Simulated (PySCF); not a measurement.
SMILES C=C[SiH2][SiH2]O (C₂H₈OSi₂), singlet at its GFN2-xTB optimised geometry (Å):

```
13

C      1.3414    -0.8689     0.0000
C      0.0185    -0.8689     0.0000
Si    -1.0655     0.6710     0.0000
Si    -2.2536     0.7638     1.9701
O     -2.9716     2.2233     1.8457
H      1.9308    -1.7742     0.0107
H      1.9026     0.0517    -0.0132
H     -0.4891    -1.8273     0.0111
H     -1.9308     0.5661    -1.1898
H     -0.1874     1.8273    -0.2376
H     -1.4760     0.7231     3.2190
H     -3.2987    -0.2573     2.1499
H     -3.5532     2.5642     2.5199
```

Level of theory: B3LYP/def2-TZVP (PySCF 2.14.0).

Map of the electrostatic potential (hartree/e), clipped to [-0.08, 0.12] on the plane z = 0.6 Å:

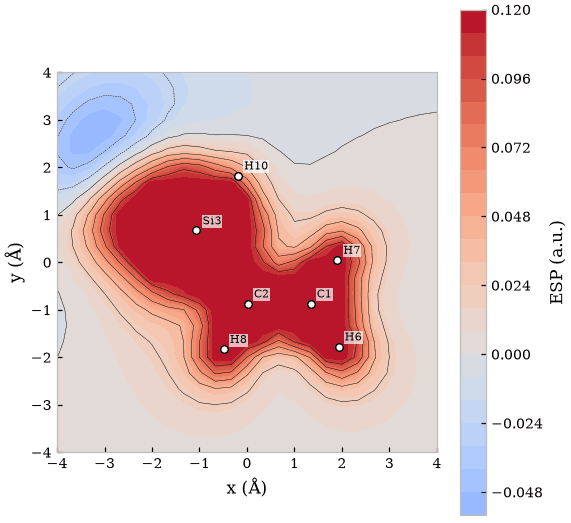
Electrostatic potential (hartree/e), clipped to [-0.08, 0.12] on the plane z = 0.6 Å.
